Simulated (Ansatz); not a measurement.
# BH₇O₂Si₂: a ladder of functionals and wavefunction methods, part 2 of 2

Ansatz 0.2.0, Gaussian basis; functionals in def2-TZVPP, the program's frozen cores in correlated methods. Earlier steps stand in the parts before.

### 14 CAM-B3LYP-D4 (range-separated)

Contents of in.yaml:

```yaml
crystal:
  periodic: [false, false, false]
  atoms:
    - {symbol: Si, position_ang: [-1.534217, 0.940492, 1.493582]}
    - {symbol: O, position_ang: [-0.416066, 0.303676, 0.457937]}
    - {symbol: B, position_ang: [0.874041, 0.625831, 0.168211]}
    - {symbol: O, position_ang: [1.551518, -0.096231, -0.753460]}
    - {symbol: Si, position_ang: [1.043187, -1.394721, -1.651733]}
    - {symbol: H, position_ang: [-0.948788, 2.077518, 2.248799]}
    - {symbol: H, position_ang: [-2.695831, 1.403400, 0.697320]}
    - {symbol: H, position_ang: [-1.959931, -0.127045, 2.429753]}
    - {symbol: H, position_ang: [1.422693, 1.540623, 0.716458]}
    - {symbol: H, position_ang: [-0.118060, -1.020397, -2.496805]}
    - {symbol: H, position_ang: [2.185836, -1.782315, -2.510611]}
    - {symbol: H, position_ang: [0.672517, -2.526030, -0.765449]}
basis:
  gaussian: {orbitals: def2-TZVPP}
hamiltonian: {xc: {name: CAM-B3LYP}, dispersion: d4}
output: {orbitals: {seedname: orbitals}}
```

Started as:

```bash
$ ansatz run in.yaml --threads 4 --pin off --events-out ev --progress --plain --max-ram 10444MiB
```

Output (excerpt; [...] marks lines left out):

```text
Functional definition: CAM-B3LYP
  name "CAM-B3LYP"
  cite "Yanai, Tew & Handy, Chem. Phys. Lett. 393, 51 (2004) doi:10.1016/j.cplett.2004.06.011"
  cite "Iikura, Tsuneda, Yanai & Hirao, J. Chem. Phys. 115, 3540 (2001) doi:10.1063/1.1383587"
  cite "Becke, Phys. Rev. A 38, 3098 (1988) doi:10.1103/PhysRevA.38.3098"
  cite "Lee, Yang & Parr, Phys. Rev. B 37, 785 (1988) doi:10.1103/PhysRevB.37.785"
  cite "Vosko, Wilk & Nusair, Can. J. Phys. 58, 1200 (1980) doi:10.1139/p80-159"
[...]
  # Exact exchange under (alpha + beta erf(omega r))/r, Becke's under what is left of 1/r.
[...]
1466 factors; their error is unknown
384 factors; integrals over basis functions are off by at most 1.6e-5 eV
[...]
mean field -20645.49401331 eV, -758.7079109706 hartree, gradient 4.7e-5 eV, S^2 0.000000; 0 other end points of the search recorded, 0 dependent functions left out
reference -20645.49416865 eV, -758.7079166794 hartree; 28, 28 occupied and 247, 247 virtual orbitals, 1466 factors
Total energy: -20645.70923174 eV, -758.7158201021 hartree
```

Wall time 3.7 s (4 threads of Arm Neoverse V2, shared host); peak memory 0.83 GiB.

With the free atoms at this level, -20599.908 eV in sum, the atomisation energy is 4419.1 kJ/mol. HOMO -10.46 eV, LUMO 1.00 eV.

### 15 LC-ωPBE (range-separated)

in.yaml, as its differences from that of step 14:

```diff
@@ -17,3 +17,3 @@
   gaussian: {orbitals: def2-TZVPP}
-hamiltonian: {xc: {name: CAM-B3LYP}, dispersion: d4}
+hamiltonian: {xc: {name: LC-wPBE}}
 output: {orbitals: {seedname: orbitals}}
```

Launched as before.

Output (excerpt; [...] marks lines left out):

```text
Functional definition: LC-wPBE
  name "LC-wPBE"
  cite "Vydrov & Scuseria, J. Chem. Phys. 125, 234109 (2006) doi:10.1063/1.2409292"
  cite "Heyd & Scuseria, J. Chem. Phys. 120, 7274 (2004) doi:10.1063/1.1668634"
  cite "Ernzerhof & Perdew, J. Chem. Phys. 109, 3313 (1998) doi:10.1063/1.476928"
  cite "Perdew, Burke & Ernzerhof, Phys. Rev. Lett. 77, 3865 (1996) doi:10.1103/PhysRevLett.77.3865"
  parent pbe
[...]
1460 factors; their error is unknown
512 factors; integrals over basis functions are off by at most 2.9e-5 eV
[...]
mean field -20638.76947634 eV, -758.4607887949 hartree, gradient 5.6e-5 eV, S^2 0.000000; 0 other end points of the search recorded, 0 dependent functions left out
reference -20638.76947634 eV, -758.4607887953 hartree; 28, 28 occupied and 247, 247 virtual orbitals, 1460 factors
Total energy: -20638.76947634 eV, -758.4607887953 hartree
```

Wall time 2.7 s (4 threads of Arm Neoverse V2, shared host); peak memory 0.56 GiB.

Atomisation energy: 4339.7 kJ/mol (free atoms -20593.792 eV, run apart). HOMO -11.82 eV, LUMO 2.20 eV.

### 16 ωB97X-V (range-separated)

in.yaml, as its differences from that of step 15:

```diff
@@ -17,3 +17,3 @@
   gaussian: {orbitals: def2-TZVPP}
-hamiltonian: {xc: {name: LC-wPBE}}
+hamiltonian: {xc: {name: wB97X-V}}
 output: {orbitals: {seedname: orbitals}}
```

Same command.

Output (excerpt; [...] marks lines left out):

```text
Functional definition: wB97X-V
  name "wB97X-V"
  cite "Mardirossian & Head-Gordon, Phys. Chem. Chem. Phys. 16, 9904 (2014) doi:10.1039/C3CP54374A"
  cite "Becke, J. Chem. Phys. 107, 8554 (1997) doi:10.1063/1.475007"
  cite "Vydrov & Van Voorhis, J. Chem. Phys. 133, 244103 (2010) doi:10.1063/1.3521275"
[...]
      + integral(e_c_pw_opposite_spin*poly(b97_u_opposite, cos0, cos1)) + vv10(b, c)
1466 factors; their error is unknown
351 factors; integrals over basis functions are off by at most 1.2e-5 eV
[...]
mean field -20642.74257388 eV, -758.6067974365 hartree, gradient 6.9e-5 eV, S^2 0.000000; 0 other end points of the search recorded, 0 dependent functions left out
reference -20642.74257119 eV, -758.6067973379 hartree; 28, 28 occupied and 247, 247 virtual orbitals, 1466 factors
Total energy: -20642.74257119 eV, -758.6067973379 hartree
```

Run time: 8.5 s. Hardware: 4 threads of Arm Neoverse V2, shared host; peak memory 0.9 GiB.

With the free atoms at this level, -20597.088 eV in sum, the atomisation energy is 4405.0 kJ/mol. HOMO -11.48 eV, LUMO 2.03 eV.

### 17 ωB97M-V (range-separated)

in.yaml, as its differences from that of step 16:

```diff
@@ -17,3 +17,3 @@
   gaussian: {orbitals: def2-TZVPP}
-hamiltonian: {xc: {name: wB97X-V}}
-output: {orbitals: {seedname: orbitals}}
+hamiltonian: {xc: {name: wB97M-V}}
+output: {forces: true, orbitals: {seedname: orbitals}}
```

The command is unchanged.

Output (excerpt; [...] marks lines left out):

```text
Functional definition: wB97M-V
  name "wB97M-V"
  cite "Mardirossian & Head-Gordon, J. Chem. Phys. 144, 214110 (2016) doi:10.1063/1.4952647"
  cite "Becke, J. Chem. Phys. 107, 8554 (1997) doi:10.1063/1.475007"
  cite "Vydrov & Van Voorhis, J. Chem. Phys. 133, 244103 (2010) doi:10.1063/1.3521275"
  # Of w^i u^j: cxij and so on, Table III.
[...]
  gx(w, u) = 1 - cx + cx01*u + cx10*w
  gss(w, u) = css00 + css04*u^4 + css10*w + css20*w^2 + css43*w^4*u^3
  gos(w, u) = cos00 + cos10*w + (cos20 + cos21*u)*w^2 + (cos60 + cos61*u)*w^6
[...]
      + integral(e_c_pw_mod_opposite_spin*gos(b97_w_opposite, b97_u_opposite)) + vv10(b, c)
1466 factors; their error is unknown
351 factors; integrals over basis functions are off by at most 1.2e-5 eV
[...]
Atom 2 at     0.874041     0.625831     0.168211 Å, force     0.172145     0.239941     0.131037 eV/Å
Atom 3 at     1.551518    -0.096231    -0.753460 Å, force     0.099423    -0.031224    -0.071503 eV/Å
Atom 4 at     1.043187    -1.394721    -1.651733 Å, force    -0.056997    -0.206576    -0.153393 eV/Å
Atom 5 at    -0.948788     2.077518     2.248799 Å, force    -0.064072    -0.138399    -0.095087 eV/Å
Atom 6 at    -2.695831     1.403400     0.697320 Å, force     0.143677    -0.054863     0.100978 eV/Å
Atom 7 at    -1.959931    -0.127045     2.429753 Å, force     0.052848     0.134855    -0.113178 eV/Å
Atom 8 at     1.422693     1.540623     0.716458 Å, force    -0.075775    -0.103543    -0.055444 eV/Å
Atom 9 at    -0.118060    -1.020397    -2.496805 Å, force     0.136004    -0.039020     0.104979 eV/Å
Atom 10 at     2.185836    -1.782315    -2.510611 Å, force    -0.142036     0.045348     0.104838 eV/Å
Atom 11 at     0.672517    -2.526030    -0.765449 Å, force     0.041676     0.138908    -0.099684 eV/Å
Dipole moment:    -0.172939    -0.002436     0.073375 e Å
```

Wall time 12 s (4 threads of Arm Neoverse V2, shared host); peak memory 1.1 GiB.

Atomisation energy: 4398.9 kJ/mol (free atoms -20598.142 eV, run apart). HOMO -11.34 eV, LUMO 1.67 eV.

### 18 B2PLYP (double hybrid)

in.yaml, as its differences from that of step 17:

```diff
@@ -17,3 +17,2 @@
   gaussian: {orbitals: def2-TZVPP}
-hamiltonian: {xc: {name: wB97M-V}}
-output: {forces: true, orbitals: {seedname: orbitals}}
+hamiltonian: {xc: {name: B2PLYP}}
```

Same command.

Output (excerpt; [...] marks lines left out):

```text
Functional definition: B2PLYP
  name "B2PLYP"
  cite "Grimme, J. Chem. Phys. 124, 034108 (2006) doi:10.1063/1.2148954"
  cite "Becke, Phys. Rev. A 38, 3098 (1988) doi:10.1103/PhysRevA.38.3098"
  cite "Lee, Yang & Parr, Phys. Rev. B 37, 785 (1988) doi:10.1103/PhysRevB.37.785"
[...]
1614 factors; integrals over basis functions are off by at most 6.5e-4 eV
[...]
mean field -20629.63535224 eV, -758.1251159258 hartree, gradient 8.9e-6 eV, S^2 0.000000; 0 other end points of the search recorded, 0 dependent functions left out
13 core orbitals not correlated: weight in the atoms' cores, before any rotation towards them, 1.000 or more for the frozen orbitals, at most 0.000 for the correlated occupied ones
reference -20629.63555544 eV, -758.1251233934 hartree; 15, 15 occupied and 247, 247 virtual orbitals, 1614 factors
second order -26.82151727 eV of doubles, -0.00000000 eV of singles
Total energy: -20636.87736511 eV, -758.3912549899 hartree
```

It took 6 s on 4 threads of Arm Neoverse V2, shared host; peak memory 0.74 GiB.

Atomisation energy: 4345.4 kJ/mol (free atoms -20591.841 eV, run apart).

### 19 PBE-QIDH (double hybrid)

in.yaml, as its differences from that of step 18:

```diff
@@ -17,2 +17,2 @@
   gaussian: {orbitals: def2-TZVPP}
-hamiltonian: {xc: {name: B2PLYP}}
+hamiltonian: {xc: {name: PBE-QIDH}}
```

Launched as before.

Output (excerpt; [...] marks lines left out):

```text
Functional definition: PBE-QIDH
  name "PBE-QIDH"
  cite "Brémond, Sancho-García, Pérez-Jiménez & Adamo, J. Chem. Phys. 141, 031101 (2014) doi:10.1063/1.4890314"
  cite "Perdew, Burke & Ernzerhof, Phys. Rev. Lett. 77, 3865 (1996) doi:10.1103/PhysRevLett.77.3865"
[...]
1614 factors; integrals over basis functions are off by at most 6.5e-4 eV
[...]
mean field -20621.04851398 eV, -757.8095554401 hartree, gradient 9.1e-6 eV, S^2 0.000000; 0 other end points of the search recorded, 0 dependent functions left out
13 core orbitals not correlated: weight in the atoms' cores, before any rotation towards them, 1.000 or more for the frozen orbitals, at most 0.000 for the correlated occupied ones
reference -20621.04853050 eV, -757.8095560472 hartree; 15, 15 occupied and 247, 247 virtual orbitals, 1614 factors
second order -24.94682087 eV of doubles, -0.00000000 eV of singles
Total energy: -20629.36413746 eV, -758.1151489663 hartree
```

Run time: 6 s. Hardware: 4 threads of Arm Neoverse V2, shared host; peak memory 0.74 GiB.

With the free atoms at this level, -20584.484 eV in sum, the atomisation energy is 4330.3 kJ/mol.

### 20 Orbital energies across the functionals

Dipoles come from the runs that computed forces. Levels, from each run's orbital file:

| functional | HOMO (eV) | LUMO (eV) | gap (eV) | dipole (D) |
| --- | --- | --- | --- | --- |
| LDA (SPW92) | -7.68 | -1.07 | 6.61 |  |
| PBE-D4 | -7.61 | -0.81 | 6.80 | 0.88 |
| revPBE-D4 | -7.57 | -0.69 | 6.88 |  |
| BLYP-D4 | -7.52 | -0.67 | 6.85 |  |
| r2SCAN-D4 | -7.97 | -0.36 | 7.61 | 0.87 |
| B97M-V | -8.10 | -0.68 | 7.42 |  |
| PBE0-D4 | -9.04 | 0.06 | 9.10 |  |
| B3LYP-D4 | -8.83 | -0.16 | 8.66 | 0.92 |
| r2SCANh-D4 | -8.50 | -0.07 | 8.43 |  |
| r2SCAN0-D4 | -9.28 | 0.33 | 9.62 |  |
| HSE06-D4 | -8.64 | -0.32 | 8.32 |  |
| BHLYP-D4 | -10.40 | 0.89 | 11.29 |  |
| CAM-B3LYP-D4 | -10.46 | 1.00 | 11.46 |  |
| LC-ωPBE | -11.82 | 2.20 | 14.02 |  |
| ωB97X-V | -11.48 | 2.03 | 13.51 |  |
| ωB97M-V | -11.34 | 1.67 | 13.02 | 0.90 |

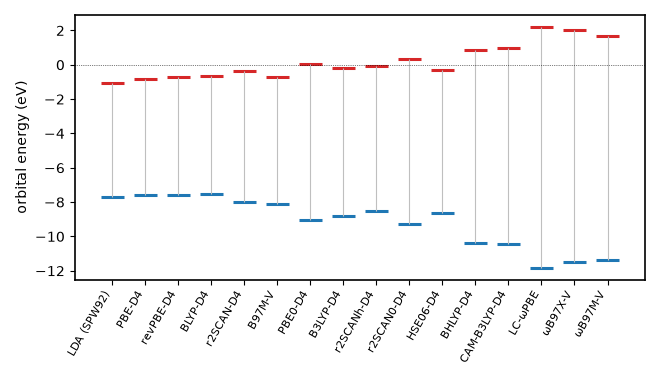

Highest occupied (blue) and lowest empty (red) level by functional.

### 21 CCSD(T) in def2-SVP

in.yaml, as its differences from that of step 19:

```diff
@@ -16,3 +16,3 @@
 basis:
-  gaussian: {orbitals: def2-TZVPP}
-hamiltonian: {xc: {name: PBE-QIDH}}
+  gaussian: {orbitals: def2-SVP}
+correlation: {method: ccsd_t}
```

The command is unchanged.

Output (excerpt; [...] marks lines left out):

```text
Functional definition: HF
  name "HF"
  cite "Fock, Z. Phys. 61, 126 (1930) doi:10.1007/BF01340294"
  parent pbe
[...]
1085 factors; integrals over basis functions are off by at most 1.1e-3 eV
[...]
mean field -20577.54557502 eV, -756.2108519207 hartree, gradient 8.3e-6 eV, S^2 0.000000; 0 other end points of the search recorded, 0 dependent functions left out
13 core orbitals not correlated: weight in the atoms' cores, before any rotation towards them, 1.000 or more for the frozen orbitals, at most 0.000 for the correlated occupied ones
reference -20577.54557502 eV, -756.2108519207 hartree; 15, 15 occupied and 85, 85 virtual orbitals, 1085 factors
second order -17.54864437 eV of doubles, -0.00000000 eV of singles
cycle   1  -18.39068934 eV  change   -8.4e-1 eV  update   1.1e-1
[...]
cycle   9  -19.08754809 eV  change   -1.5e-5 eV  update   1.3e-5
perturbative correction -0.44303386 eV, -0.0162811939 hartree
Total energy: -20597.07615697 eV, -756.9285875689 hartree
```

Wall time 5.5 s (4 threads of Arm Neoverse V2, shared host); peak memory 0.54 GiB.

### 22 CCSD(T) in def2-TZVPP

in.yaml, as its differences from that of step 21:

```diff
@@ -16,3 +16,4 @@
 basis:
-  gaussian: {orbitals: def2-SVP}
+  gaussian: {orbitals: def2-TZVPP}
 correlation: {method: ccsd_t}
+output: {orbitals: {seedname: orbitals}}
```

Launched as before.

Output (excerpt; [...] marks lines left out):

```text
Functional definition: HF
  name "HF"
  cite "Fock, Z. Phys. 61, 126 (1930) doi:10.1007/BF01340294"
  parent pbe
[...]
1614 factors; integrals over basis functions are off by at most 6.5e-4 eV
[...]
mean field -20589.28536879 eV, -756.6422813843 hartree, gradient 2.0e-6 eV, S^2 0.000000; 0 other end points of the search recorded, 0 dependent functions left out
13 core orbitals not correlated: weight in the atoms' cores, before any rotation towards them, 1.000 or more for the frozen orbitals, at most 0.000 for the correlated occupied ones
reference -20589.28536879 eV, -756.6422813843 hartree; 15, 15 occupied and 247, 247 virtual orbitals, 1614 factors
second order -22.15289809 eV of doubles, -0.00000000 eV of singles
cycle   1  -22.76260004 eV  change   -6.1e-1 eV  update   1.1e-1
[...]
cycle   9  -23.52268863 eV  change   -2.6e-5 eV  update   1.8e-5
perturbative correction -0.80198592 eV, -0.0294724390 hartree
Total energy: -20613.61004334 eV, -757.5361966861 hartree
```

It took 3.1 min on 4 threads of Arm Neoverse V2, shared host; peak memory 7.2 GiB.

### 23 MP2 in def2-QZVPP

in.yaml, as its differences from that of step 22:

```diff
@@ -16,4 +16,3 @@
 basis:
-  gaussian: {orbitals: def2-TZVPP}
-correlation: {method: ccsd_t}
-output: {orbitals: {seedname: orbitals}}
+  gaussian: {orbitals: "def2-QZVPP.json"}
+correlation: {method: mp2}
```

Launched as before.

Output:

```text
Functional definition: HF
  name "HF"
  cite "Fock, Z. Phys. 61, 126 (1930) doi:10.1007/BF01340294"
  parent pbe
  exchange = exact_x
  correlation = 0
3094 factors; integrals over basis functions are off by at most 8.6e-4 eV
mean field evaluation 1: about -20584.8748 eV, gradient 4.9e1 eV
mean field evaluation 2: about -20585.0156 eV, gradient 4.9e1 eV
mean field evaluation 4: about -20589.9742 eV, gradient 4.0e0 eV
mean field evaluation 8: about -20590.0441 eV, gradient 1.4e-1 eV
mean field -20590.04414291 eV, -756.6701658189 hartree, gradient 2.6e-6 eV, S^2 0.000000; 0 other end points of the search recorded, 0 dependent functions left out
13 core orbitals not correlated: weight in the atoms' cores, before any rotation towards them, 1.000 or more for the frozen orbitals, at most 0.000 for the correlated occupied ones
reference -20590.04414291 eV, -756.6701658189 hartree; 15, 15 occupied and 493, 493 virtual orbitals, 3094 factors
second order -23.87732233 eV of doubles, -0.00000000 eV of singles
Total energy: -20613.92146524 eV, -757.5476412299 hartree
```

Run time: 24 s. Hardware: 4 threads of Arm Neoverse V2, shared host; peak memory 3.4 GiB.

The pieces so far (eV):

| basis | HF | MP2 correlation | CCSD correlation | (T) | total |
| --- | --- | --- | --- | --- | --- |
| def2-SVP | -20577.5456 | -17.5486 | -19.0875 | -0.4430 | -20597.0762 |
| def2-TZVPP | -20589.2854 | -22.1529 | -23.5227 | -0.8020 | -20613.6100 |
| def2-QZVPP | -20590.0441 | -23.8773 |  |  | -20613.9215 (MP2) |

The report of the def2-TZVPP run gives T1 = 0.0127.

### 24 The basis-set limit

This step is arithmetic on the last runs, with X = 3 and 4: exp(−7.88√X) for Hartree-Fock, X^−2.97 for correlation; only MP2 was run in the larger set, so CCSD(T) minus MP2 is added from the smaller one.

| level | energy at the limit (eV) |
| --- | --- |
| HF | -20590.1487 |
| MP2 | -20615.3033 |
| CCSD | -20616.6731 |
| CCSD(T) | -20617.4751 |

### 25 RPA on PBE orbitals

in.yaml, as its differences from that of step 23:

```diff
@@ -16,3 +16,4 @@
 basis:
-  gaussian: {orbitals: "def2-QZVPP.json"}
-correlation: {method: mp2}
+  gaussian: {orbitals: def2-TZVPP}
+hamiltonian: {xc: pbe}
+correlation: {method: rpa}
```

Launched as before.

Output (excerpt; [...] marks lines left out):

```text
Functional definition: PBE
  name "PBE"
  cite "Perdew, Burke & Ernzerhof, Phys. Rev. Lett. 77, 3865 (1996) doi:10.1103/PhysRevLett.77.3865"
  parent pbe
[...]
1614 factors; integrals over basis functions are off by at most 6.5e-4 eV
[...]
mean field -20632.41372294 eV, -758.2272191659 hartree, gradient 1.7e-6 eV, S^2 0.000000; 0 other end points of the search recorded, 0 dependent functions left out
13 core orbitals not correlated: weight in the atoms' cores, before any rotation towards them, 1.000 or more for the frozen orbitals, at most 0.000 for the correlated occupied ones
reference -20587.33211830 eV, -756.5705007527 hartree; 15, 15 occupied and 247, 247 virtual orbitals, 1614 factors
Total energy: -20625.22271179 eV, -757.9629543804 hartree
```

Wall time 6 s (4 threads of Arm Neoverse V2, shared host); peak memory 0.67 GiB.

RPA correlation: -37.891 eV. No RPA run of the hydrogen atom was made, so RPA has no atomisation energy below.

### 26 All levels against the reference

Atomisation energy = energies of 2 Si, 2 O, 1 B, 7 H (separate runs, same level) minus the molecule's; electronic only, no spin-orbit term.

Differences are taken before rounding.

| method | rung | atomisation energy (kJ/mol) | from CCSD(T)/CBS (kJ/mol) | time |
| --- | --- | --- | --- | --- |
| LDA (SPW92) | LDA | 4894.0 | +500.8 | 1.3 s |
| PBE-D4 | GGA | 4368.3 | -24.8 | 2.7 s |
| revPBE-D4 | GGA | 4276.1 | -117.0 | 2.3 s |
| BLYP-D4 | GGA | 4357.9 | -35.2 | 2.3 s |
| r2SCAN-D4 | meta-GGA | 4390.0 | -3.2 | 4.8 s |
| B97M-V | meta-GGA | 4397.1 | +4.0 | 10 s |
| PBE0-D4 | hybrid | 4323.2 | -69.9 | 3.2 s |
| B3LYP-D4 | hybrid | 4383.5 | -9.6 | 5.5 s |
| r2SCANh-D4 | hybrid | 4366.3 | -26.8 | 5.5 s |
| r2SCAN0-D4 | hybrid | 4332.9 | -60.2 | 5.5 s |
| HSE06-D4 | hybrid | 4325.6 | -67.5 | 3.6 s |
| BHLYP-D4 | hybrid | 4303.7 | -89.4 | 3.2 s |
| CAM-B3LYP-D4 | range-separated | 4419.1 | +26.0 | 3.7 s |
| LC-ωPBE | range-separated | 4339.7 | -53.4 | 2.7 s |
| ωB97X-V | range-separated | 4405.0 | +11.9 | 8.5 s |
| ωB97M-V | range-separated | 4398.9 | +5.7 | 12 s |
| B2PLYP | double hybrid | 4345.4 | -47.7 | 6 s |
| PBE-QIDH | double hybrid | 4330.3 | -62.8 | 6 s |
| HF/def2-TZVPP | wavefunction | 3356.3 | -1036.8 |  |
| MP2/def2-TZVPP | wavefunction | 4341.4 | -51.7 |  |
| CCSD/def2-TZVPP | wavefunction | 4235.6 | -157.6 |  |
| CCSD(T)/def2-SVP | wavefunction | 4120.1 | -273.0 | 5.5 s |
| CCSD(T)/def2-TZVPP | wavefunction | 4281.5 | -111.6 | 3.1 min |
| MP2/CBS | wavefunction | 4453.0 | +59.9 |  |
| CCSD(T)/CBS | wavefunction | 4393.1 | 0 | 3.5 min |

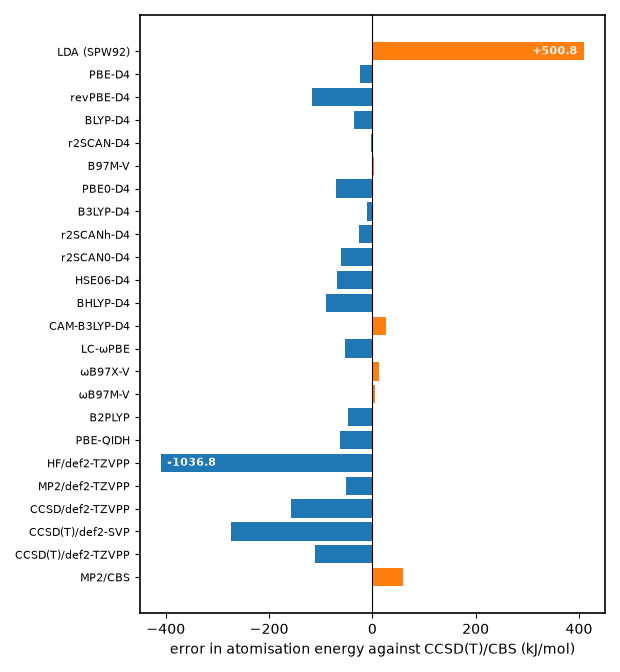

How far each level lands from CCSD(T)/CBS. Bars with a number in them are cut short.

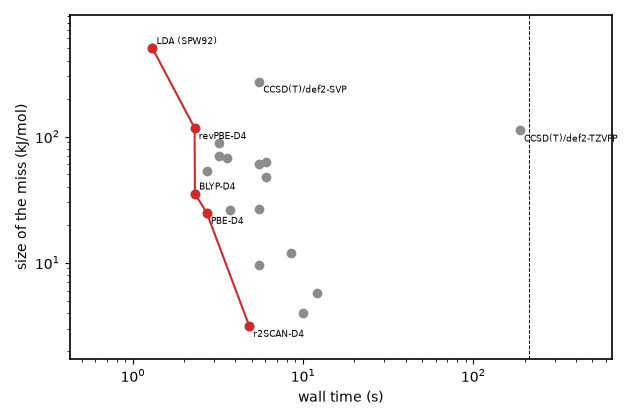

Accuracy for the time spent; red marks the levels that beat every quicker one drawn (of those quicker than the yardstick), and the dashed line is the time of CCSD(T)/CBS. Only those levels and the largest misses are named. Times are from a shared host.

LDA (SPW92), LC-ωPBE, B2PLYP, PBE-QIDH carry no dispersion term (for B3LYP, D4 adds 38.4 kJ/mol).

Times are those of the molecule's run; HF, MP2 and CCSD come out of the CCSD(T) runs, and the limit's time is the sum of the runs that it needs.

### 27 Outcome

What follows sums up all 2 parts.

| quantity | value |
| --- | --- |
| atomisation energy, CCSD(T)/CBS | 4393.1 kJ/mol |
| functionals within 22.0 kJ/mol (0.5 %) | r2SCAN-D4, B97M-V, B3LYP-D4, ωB97X-V, ωB97M-V |
| farthest beyond LDA | revPBE-D4 (-117.0 kJ/mol) |
| mean size of error, GGA | 59.0 kJ/mol |
| mean size of error, meta-GGA | 3.6 kJ/mol |
| mean size of error, hybrid | 53.9 kJ/mol |
| mean size of error, range-separated | 24.3 kJ/mol |
| mean size of error, double hybrid | 55.3 kJ/mol |
| gap, smallest and largest | 6.61 eV (LDA (SPW92)), 14.02 eV (LC-ωPBE) |
| T1 diagnostic | 0.0127 |
| triples share of the correlation energy | 3.3 % |

In words: LDA overbinds by 500.8 kJ/mol (11 %). PBE-D4 is off by -24.8 kJ/mol. Double hybrids carry the basis error of their MP2 part in triple zeta, and no dispersion term here, so their miss is partly the set-up's. Taken by rung, meta-GGA functionals do best (3.6 kJ/mol on average) and GGA ones worst beyond LDA (59.0 kJ/mol). Misses under about 22.0 kJ/mol are within the doubt on the reference itself, which lacks core-valence correlation, relativity and higher excitations. Hartree-Fock recovers 76 % of the binding; the rest is correlation. CCSD(T) in def2-SVP is off by -273.0 kJ/mol, more than most functionals: a good method in a small basis is no reference. Orbital gaps span 6.6 to 14.0 eV; exact exchange widens them.

For cost: r2SCAN-D4 gets within 3.2 kJ/mol in 4.8 s, where CCSD(T)/CBS took 3.5 min; the quickest level in the cost chart, LDA (SPW92), takes 1.3 s and misses by 500.8 kJ/mol.
